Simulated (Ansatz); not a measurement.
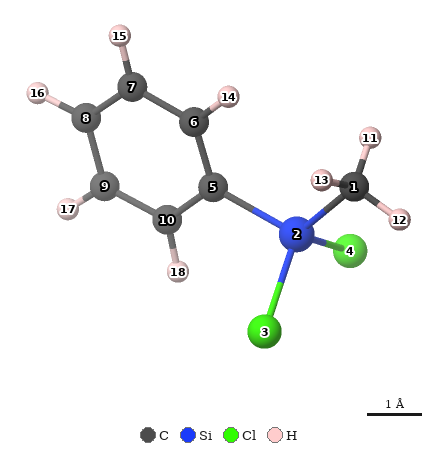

This is the input geometry for a relaxation of C7H8Cl2Si (coarse preliminary run). Style: ball-and-stick. Shown at a tilt.

The start comes from a force field.

Theory: RKS PBE-D4/def2-SVP in Ansatz 0.2.0.

Input
```yaml
crystal:
  periodic: [false, false, false]
  atoms:
    - {symbol: C, position_ang: [1.298700, -1.910000, 2.014700]}
    - {symbol: Si, position_ang: [-0.174900, -0.740000, 1.750000]}
    - {symbol: Cl, position_ang: [-0.220800, 0.761600, 3.127600]}
    - {symbol: Cl, position_ang: [-1.874600, -1.716200, 1.937600]}
    - {symbol: C, position_ang: [-0.259800, 0.117900, 0.079900]}
    - {symbol: C, position_ang: [0.717800, -0.075500, -0.892800]}
    - {symbol: C, position_ang: [0.674800, 0.557700, -2.125200]}
    - {symbol: C, position_ang: [-0.360700, 1.446800, -2.410800]}
    - {symbol: C, position_ang: [-1.374900, 1.676500, -1.401200]}
    - {symbol: C, position_ang: [-1.310100, 1.016200, -0.181700]}
    - {symbol: H, position_ang: [1.246500, -2.675900, 1.288900]}
    - {symbol: H, position_ang: [1.244700, -2.318500, 3.012300]}
    - {symbol: H, position_ang: [2.156000, -1.310100, 1.898600]}
    - {symbol: H, position_ang: [1.529700, -0.754900, -0.703400]}
    - {symbol: H, position_ang: [1.412300, 0.360600, -2.876000]}
    - {symbol: H, position_ang: [-0.445800, 1.966100, -3.348100]}
    - {symbol: H, position_ang: [-2.186800, 2.370300, -1.655700]}
    - {symbol: H, position_ang: [-2.109700, 1.238600, 0.536900]}
basis:
  gaussian: {orbitals: def2-SVP}
hamiltonian: {xc: pbe, dispersion: d4}
relax: {f_tol: 0.03, max_steps: 200}
```

What does the optimiser find from here?

Answer. The atom that moves furthest after the best rigid fit is Cl4 (0.15 Å). Largest moves by element: Cl 0.15 Å, C 0.08 Å, H 0.07 Å, Si 0.04 Å. Near-neighbour distances that change, for instance: Si2–Cl4 1.969 → 2.088 Å, C1–H13 1.053 → 1.109 Å, C1–H11 1.056 → 1.109 Å, Si2–Cl3 2.038 → 2.088 Å. Bond angles that change, for instance: Si2–C1–H13 105.4° → 110.7°, Cl3–Si2–C5 105.3° → 108.6°, H11–C1–H13 112.2° → 109.0°. The energy falls by 45.1 kJ/mol in 5 geometry steps. The largest force component goes from 2.3 to 0.0098 eV/Å.

The structure at the end:

```xyz
18

C     1.2678   -1.8489    1.9772
Si   -0.2028   -0.7166    1.7569
Cl   -0.1834    0.7348    3.2579
Cl   -1.9562   -1.8209    2.0132
C    -0.2724    0.1431    0.0963
C     0.7198   -0.0946   -0.8800
C     0.6686    0.5506   -2.1256
C    -0.3768    1.4417   -2.4103
C    -1.3712    1.6874   -1.4484
C    -1.3194    1.0434   -0.2051
H     1.2491   -2.6607    1.2220
H     1.2400   -2.3079    2.9848
H     2.2164   -1.2838    1.8756
H     1.5471   -0.7915   -0.6716
H     1.4495    0.3557   -2.8766
H    -0.4184    1.9489   -3.3865
H    -2.1921    2.3863   -1.6709
H    -2.1033    1.2440    0.5425
```

After the run, drawn alike:

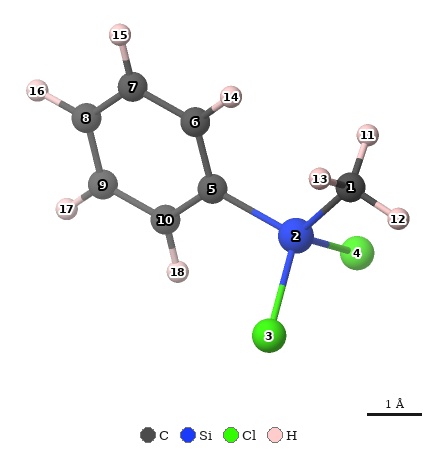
